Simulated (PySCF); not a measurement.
# CHClFNOSi (SMILES O=C=N[SiH](F)Cl) at 6 levels

Aim: a comparison of 6 runs (BLYP/6-31G*, CAM-B3LYP/6-31G*, M06-L/6-31G*, PBE0/6-31G*, wB97X/6-31G*, CCSD(T)/6-31G*) of CHClFNOSi. 

Program for the calculation: PySCF 2.14.0.

3 further runs of the same task are left out: 3 set aside as unsound or not needed.

## 1. The molecule

CHClFNOSi has 7 atoms, charge 0, and is taken as a singlet. As SMILES, `O=C=N[SiH](F)Cl`. The coordinates come from a PBE0-D4/def2-TZVP relaxation. This is one conformer, not always the lowest.

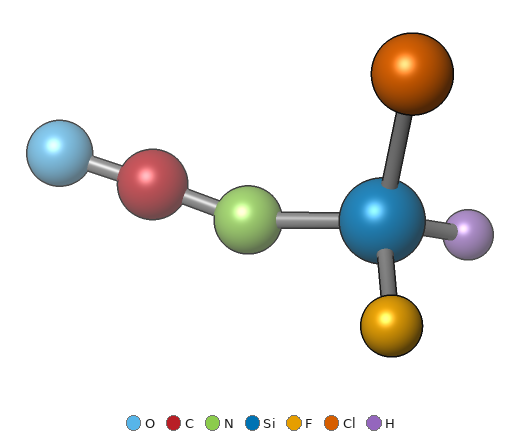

Viewed from a chosen angle; oxygen blue, carbon red, nitrogen green, silicon blue, fluorine amber, chlorine orange, hydrogen purple.

## 2. The energy at BLYP/6-31G(d) (spherical functions) (run 1)

calc.py

```python
from pyscf import gto, dft

system = gto.M(
    atom='''
O        0.815200      -2.357500       1.658700
C        0.512200      -1.559700       0.874600
N        0.199300      -0.771000       0.028300
Si      -0.274200       0.722000      -0.596700
F        0.917700       1.292700      -1.464400
Cl      -0.652900       2.033600       0.904000
H       -1.456100       0.571700      -1.450200
''',
    verbose=3,
    spin=0,
    basis='6-31g*',
    max_memory=1860,
)

ks = dft.RKS(system, xc='blyp')
ks.grids.level = 5
ks.conv_tol = 1e-10
ks.kernel()
if not ks.converged:
    ks = ks.newton().run(ks.mo_coeff, ks.mo_occ)

etot = ks.e_tot
print(f'total energy: {etot:.8f} hartree')
```

Run with:

```bash
$ OMP_NUM_THREADS=1 python calc.py
```

Output:

```text
converged SCF energy = -1018.27719663165
total energy: -1018.27719663 hartree
```

It took 25 s on 1 thread of Intel Xeon at 2.70GHz, shared host; peak memory 0.49 GiB.

## 3. The energy at CAM-B3LYP/6-31G(d) (spherical functions) (run 2)

run.py

```python
from pyscf import gto, dft

mol = gto.M(
    atom='''
O      1.540505    -4.455029     3.134489
C      0.967918    -2.947406     1.652754
N      0.376622    -1.456979     0.053479
Si    -0.518163     1.364382    -1.127600
F      1.734202     2.442849    -2.767315
Cl    -1.233802     3.842947     1.708312
H     -2.751630     1.080356    -2.740481
''',
    unit='bohr',
    basis='6-31g*',
    verbose=3,
    max_memory=1860,
)

ks = dft.RKS(mol, xc='cam-b3lyp')
ks.conv_tol = 1e-10
ks.grids.level = 5
ks.kernel()
if not ks.converged:
    ks = ks.newton().run(ks.mo_coeff, ks.mo_occ)

energy = ks.e_tot
print('E = %.10f Eh' % energy)
```

Run with:

```bash
$ OMP_NUM_THREADS=1 python run.py
```

Output:

```text
converged SCF energy = -1018.25734433679
E = -1018.2573443368 Eh
```

Run time: 39 s. Hardware: 1 thread of Intel Xeon at 2.70GHz, shared host; peak memory 0.49 GiB.

Runs 3 to 5 aren't shown in full; the table further down has their settings and results.

## 4. A single-point energy at CCSD(T)/6-31G(d) (spherical functions) (run 6)

run.py

```python
from pyscf import gto, scf, cc

molecule = gto.M(
    atom='''
O        0.815200      -2.357500       1.658700
C        0.512200      -1.559700       0.874600
N        0.199300      -0.771000       0.028300
Si      -0.274200       0.722000      -0.596700
F        0.917700       1.292700      -1.464400
Cl      -0.652900       2.033600       0.904000
H       -1.456100       0.571700      -1.450200
''',
    verbose=3,
    max_memory=1860,
    basis='6-31g*',
    charge=0,
)

mf = scf.RHF(molecule)
mf.conv_tol = 1e-10
mf.kernel()
if not mf.converged:
    mf = mf.newton().run(mf.mo_coeff, mf.mo_occ)

mycc = cc.CCSD(mf, frozen=14)
mycc.kernel()
e_t = mycc.ccsd_t()
e_final = mycc.e_tot + e_t
print(f'total energy: {e_final:.8f} hartree')
```

Run with:

```bash
$ OMP_NUM_THREADS=1 python run.py
```

Output:

```text
converged SCF energy = -1015.76988539442
E(CCSD) = -1016.608057924329  E_corr = -0.8381725299107335
CCSD(T) correction = -0.0264847834378606
total energy: -1016.63454271 hartree
```

It took 37 s on 1 thread of Intel Xeon at 2.70GHz, shared host; peak memory 0.51 GiB.

## 5. Overview of the runs

| run | level | integration grid | frozen core orbitals | energy (Eh) | dipole moment (D) of the reference | HOMO energy (eV) | LUMO energy (eV) | wall time |
| --- | --- | --- | --- | --- | --- | --- | --- | --- |
| 1 | BLYP/6-31G* (spherical functions) | 5 | – | -1018.277197 | 1.12 | -7.57 | -0.82 | 25 s |
| 2 | CAM-B3LYP/6-31G* (spherical functions) | 5 | – | -1018.257344 | 1.28 | -10.57 | 1.10 | 39 s |
| 3 | M06-L/6-31G* (spherical functions) | 5 | – | -1018.308257 | 1.23 | -8.22 | -0.72 | 41 s |
| 4 | PBE0/6-31G* (spherical functions) | 5 | – | -1017.780432 | 1.26 | -9.28 | -0.08 | 23 s |
| 5 | wB97X/6-31G* (spherical functions) | 5 | – | -1018.257828 | 1.30 | -11.63 | 2.17 | 41 s |
| 6 | CCSD(T)/6-31G* (spherical functions) | – | 14 | -1016.634543 | 1.50 | -12.77 | 3.67 | 37 s |

## 6. Outcome

| quantity | value |
| --- | --- |
| run 6: total energy | -1016.63454 Eh |
| run 6: dipole moment (Hartree–Fock density) | 1.50 D |
| run 6: HOMO energy (Hartree–Fock orbitals) | -12.77 eV |
| run 6: LUMO energy (Hartree–Fock orbitals) | 3.67 eV |
| run 6: HOMO–LUMO gap (Hartree–Fock orbitals) | 16.44 eV |
| run 6: correlation energy (14 core orbitals frozen) | -864.7 mEh |
| run 6: (T) correction | -26.48 mEh |
| run 6: T1 diagnostic | 0.015 |

In words: Over runs 1, 2, 3, 4, 5 the dipole moment (its size) runs from 1.12 D (BLYP/6-31G*) to 1.30 D (wB97X/6-31G*). Over runs 1, 2, 3, 4, 5 the HOMO–LUMO gap runs from 6.75 eV (BLYP/6-31G*) to 13.80 eV (wB97X/6-31G*). Totals of different functionals can't be ranked against each other. All runs together took 3.4 min, the longest 41 s.
